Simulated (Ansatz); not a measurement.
## Electronic structure of F2HOSi2 (charge −1) in real space

```yaml
atoms:
  - { symbol: F, position_ang: [-0.0835, 2.7908, 0.4525] }
  - { symbol: F, position_ang: [-0.0077, -1.7713, -0.2715] }
  - { symbol: O, position_ang: [-1.2751, 0.5600, -0.3548] }
  - { symbol: Si, position_ang: [-0.5157, -0.5122, 0.7661] }
  - { symbol: Si, position_ang: [0.1003, 1.5449, -0.7025] }
  - { symbol: H, position_ang: [0.9025, 0.4710, 0.4340] }
```

Geometry: PBE0-D3(BJ)/def2-SVPD.

The calculation used Ansatz 0.2.0, isolated molecule in a Gaussian basis; Kohn-Sham density functional theory, functional PBE0.

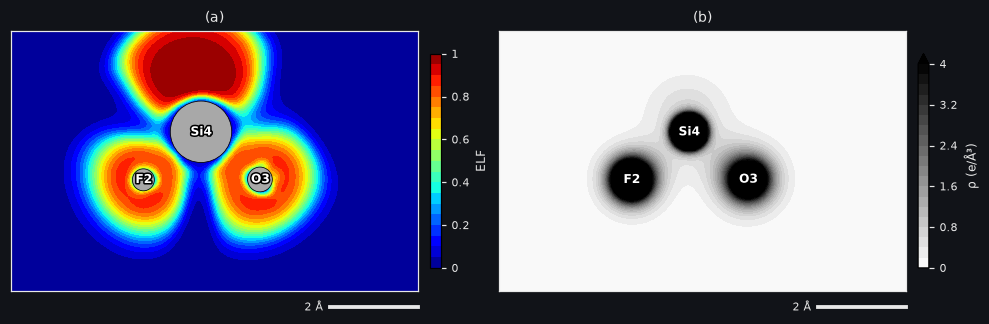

Figure 1. (a) electron localisation function; (b) total electron density on the plane of atoms F2, Si4 and O3. Grey discs cover the atomic cores in the ELF map.

Describe what can be read from this map.

Answer.
- Atoms in the plane: F, O and Si.
- Si–F (1.71 Å): ρ at the midpoint is about 0.91 e/Å³; the ELF peaks at about 0.85 in the valence shell of F, 0.6 Å from its nucleus, and is about 0.55 at the midpoint.
- Si–O (1.73 Å): ρ is about 1 e/Å³ halfway; the ELF peaks at about 0.85 between the atoms, as expected for a shared but strongly polarised pair.
- The ELF also peaks beside O3, F2 and Si4, away from the bonds: lone-pair regions.

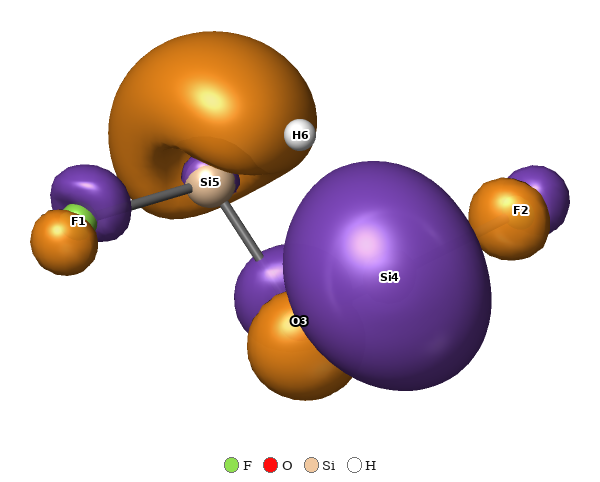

Figure 2. The HOMO−1 at ±0.15 Å⁻³ᐟ² (orange and purple are the two phases), seen at a tilt.

What is the character of this orbital?

Answer. It lies mainly on Si4 (about 35 %), Si5 (about 35 %) and O3 (about 15 %). Its energy is −2.21 eV.

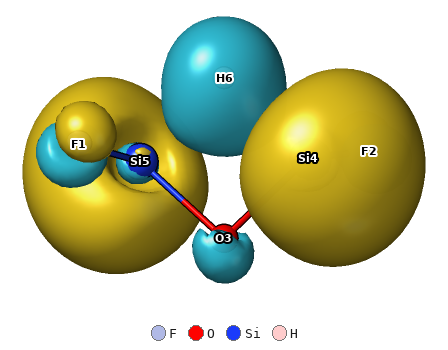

Figure 3. The HOMO at ±0.1 Å⁻³ᐟ² (yellow and cyan are the two phases), seen at a tilt.

Describe this orbital and give its energy.

Answer. Its weight (Hirshfeld) is mainly on Si4 (about 40 %), Si5 (about 40 %) and H6 (about 10 %). Its energy is −1.81 eV.
